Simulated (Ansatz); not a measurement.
# SnO (SMILES [O]=[Sn]) at r2SCAN/STO-3G

What is the vertical singlet–triplet gap of SnO at r2SCAN/STO-3G? 

The results are computed with Ansatz 0.2.0.

53 further runs of the same task are left out: 19 that didn't finish, 34 set aside as unsound or not needed.

### Step 1. The system as given

SnO: 2 atoms, total charge 0, spin state singlet. SMILES: `[O]=[Sn]`. Geometry: relaxed at PBE0-D4/def2-TZVP.

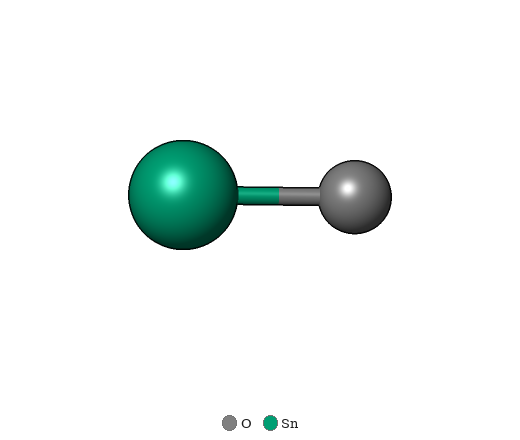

Viewed from a chosen angle; oxygen grey, tin teal.

### Step 2. A single-point energy at r2SCAN/STO-3G

Input file run.yaml:

```yaml
basis:
  gaussian: {orbitals: STO-3G}
crystal:
  periodic: [false, false, false]
  atoms:
    - {symbol: O, position_ang: [-0.000000, 0.000000, -0.007080]}
    - {symbol: Sn, position_ang: [0.000000, -0.000000, 1.810660]}
hamiltonian: {xc: r2scan}
accuracy: high
```

Started as:

```
ansatz run run.yaml --threads 1 --pin off --max-ram 3480MiB --events-out events.jsonl --progress --plain --runs-dir runs
```

What it wrote:

```text
Warning: RAYON_NUM_THREADS=1 ignored (pool sized by the plan → 1); use --threads N
Functional definition: r2SCAN
  name "r2SCAN"
  parameter k0 = 0.174
  parameter k1 = 0.065
  parameter a1 = 4.9479
  exchange = r2scan_x(k0 = k0, k1 = k1, a1 = a1)
  correlation = r2scan_c
568 factors; integrals over basis functions are off by at most 5.0e-9 eV
mean field evaluation 1: about -164340.2550 eV, gradient 3.7e1 eV
mean field evaluation 2: about -164228.7067 eV, gradient 1.3e2 eV
mean field evaluation 4: about -164342.7399 eV, gradient 3.1e1 eV
mean field evaluation 8: about -164346.6280 eV, gradient 8.9e-2 eV
mean field evaluation 16: about -164346.6305 eV, gradient 4.9e-6 eV
mean field -164346.63054233 eV, -6039.6272742834 hartree, gradient 6.8e-8 eV, S^2 0.000000; 0 other end points of the search recorded, 0 dependent functions left out
reference -164346.63054261 eV, -6039.6272742936 hartree; 29, 29 occupied and 3, 3 virtual orbitals, 568 factors
Total energy: -164346.63054261 eV, -6039.6272742936 hartree
```

Wall time 2.5 s (1 thread of Arm Neoverse V2, shared host); peak memory 0.12 GiB.

### Step 3. The triplet, same level

Input file molecule.yaml:

```yaml
crystal:
  periodic: [false, false, false]
  atoms:
    - {symbol: O, position_ang: [-0.000000, 0.000000, -0.007080]}
    - {symbol: Sn, position_ang: [0.000000, -0.000000, 1.810660]}
basis:
  gaussian:
    orbitals: STO-3G
magnetization:
  spin_polarized: true
  initial_magnetization: 2
hamiltonian:
  xc: r2scan
accuracy: high
```

Started as:

```
ansatz run molecule.yaml --threads 1 --pin off --max-ram 3480MiB --events-out events.jsonl --progress --plain --runs-dir runs
```

What it wrote, cut to the lines that bear on the results:

```text
Warning: RAYON_NUM_THREADS=1 ignored (pool sized by the plan → 1); use --threads N
Functional definition: r2SCAN
  name "r2SCAN"
[...]
568 factors; integrals over basis functions are off by at most 5.0e-9 eV
[...]
mean field -164343.41435931 eV, -6039.5090817374 hartree, gradient 8.3e-8 eV, S^2 2.002578; 14 other end points of the search recorded, 0 dependent functions left out
reference -164343.41435987 eV, -6039.5090817581 hartree; 30, 28 occupied and 2, 4 virtual orbitals, 568 factors
Total energy: -164343.41435987 eV, -6039.5090817581 hartree
```

Wall time 40 s (1 thread of Arm Neoverse V2, shared host); peak memory 0.2 GiB.

### Step 4. Outcome

At r2SCAN/STO-3G:

```
                                        quantity           value
                           singlet: total energy  -6039.62727 Eh
                           triplet: total energy  -6039.50908 Eh
                                   triplet: ⟨S²⟩           2.003
vertical energy of the triplet above the singlet        3.216 eV
```

At this shape the triplet lies 3.22 eV (310 kJ/mol) above the singlet. In a minimal basis such a difference can be off by several eV, whatever the method. Relativity is left out (singlet) although the molecule holds a heavy atom. Relativity is left out (triplet) although the molecule holds a heavy atom.
